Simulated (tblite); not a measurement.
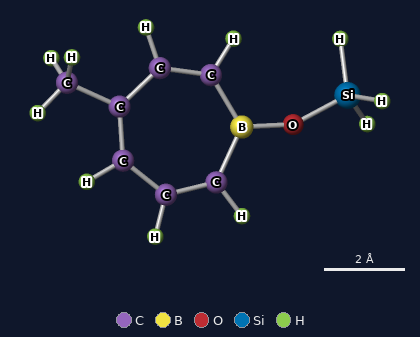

**Figure 1.** The structure as given in the input (ball-and-stick view, seen at a tilt).

# C$_{7}$H$_{11}$BOSi: frequency calculation

C$_{7}$H$_{11}$BOSi, SMILES CC1=CC=CB(O[SiH3])C=C1, computed with GFN2-xTB harmonic vibrations, gas phase (tblite 0.8.0).

The input
```
{"job": {"kind": "ir", "xc": "GFN2-xTB", "basis": "xTB"}, "charge": 0, "multiplicity": 1}
C     -3.413629    -0.104531     0.039278
C     -1.929599    -0.165178    -0.211921
C     -1.502682    -0.686640    -1.397547
C     -0.200478    -0.880760    -1.930571
C      1.005618    -0.592799    -1.383487
B      1.306498     0.038388    -0.012949
O      2.598177     0.230093     0.320102
Si     3.802925     0.705964     1.257527
C      0.201299     0.455298     0.978294
C     -1.142574     0.353514     0.861777
H     -3.662161    -0.637181     0.956671
H     -3.730536     0.931045     0.162375
H     -3.979808    -0.542332    -0.778446
H     -2.292839    -1.016687    -2.064828
H     -0.208874    -1.328101    -2.921241
H      1.865512    -0.842029    -1.998138
H      4.728856     1.394013     0.356548
H      3.370174     1.614944     2.327511
H      4.370014    -0.513863     1.835472
H      0.550343     0.892400     1.910075
H     -1.745155     0.711383     1.693025
```

The first line tells a small driver script what to run in tblite; the rest is the geometry in Å.

Machine: 1 CPU thread, shared host.

Launch command:
```bash
OMP_NUM_THREADS=1 python <driver script> task.json out
```

Output
```
mode    cm-1     km/mol
  1      34.7      0.08
  2      38.0      0.07
  3      65.0      0.29
  4      87.1      1.09
  5     112.7      0.73
  6     169.8      0.33
  7     250.9      0.39
  8     264.4      0.50
  9     315.8      0.82
 10     317.2      0.86
 11     342.2      0.50
 12     423.7      1.40
 13     516.5      1.10
 14     560.4     14.96
 15     569.5     12.25
 16     612.1     61.19
 17     627.6     92.02
 18     680.8      7.60
 19     753.8     41.47
 20     767.4    227.35
 21     776.4      5.74
 22     801.6    150.06
 23     805.3     91.26
 24     825.7    514.11
 25     879.7     20.96
 26     891.2      2.50
 27     931.3     67.64
 28     961.9      0.03
 29     983.0      0.06
 30    1002.2      2.25
 31    1029.0     11.64
 32    1093.8     11.26
 33    1175.0     11.31
 34    1206.5     17.03
 35    1242.9    137.70
 36    1282.7     26.90
 37    1308.0   1036.82
 38    1369.9      9.69
 39    1404.0      8.23
 40    1409.5    126.87
 41    1435.3     10.98
 42    1481.9      5.24
 43    1487.5     20.85
 44    1509.8     66.61
 45    1605.3      5.41
 46    1625.3      9.78
 47    2191.9    364.24
 48    2239.6    418.58
 49    2258.2    167.33
 50    2994.3     21.54
 51    2997.2     24.36
 52    3001.5     24.54
 53    3014.3     33.03
 54    3017.4     96.56
 55    3021.3     54.50
 56    3029.2     48.01
 57    3048.3     44.04
```

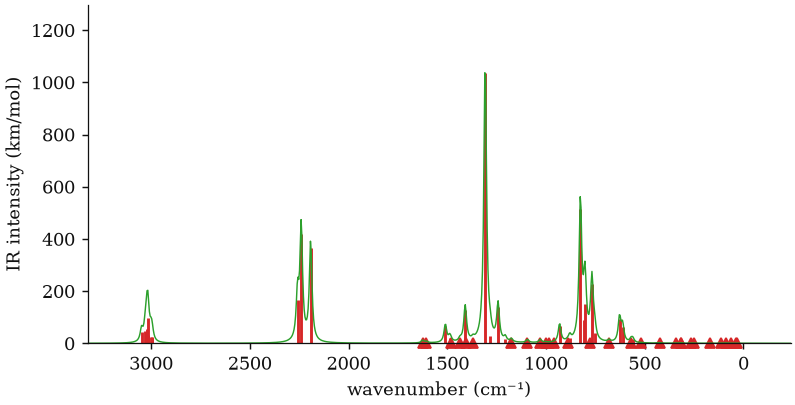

**Figure 2.** Harmonic infrared spectrum, unscaled: sticks (degenerate modes added up, dark ones marked on the axis) with a Lorentzian envelope of 16 cm⁻¹ full width, scaled to the tallest stick. 57 modes from 35 to 3048 cm⁻¹, none imaginary. The strongest line is at 1308 cm⁻¹ (1037 km/mol).

Key numbers

- outcome: converged
- total energy: −752.9898 eV
- zero-point energy: 98.4230 kcal/mol
- wall time: 1 s
- peak memory: 0.18 GiB
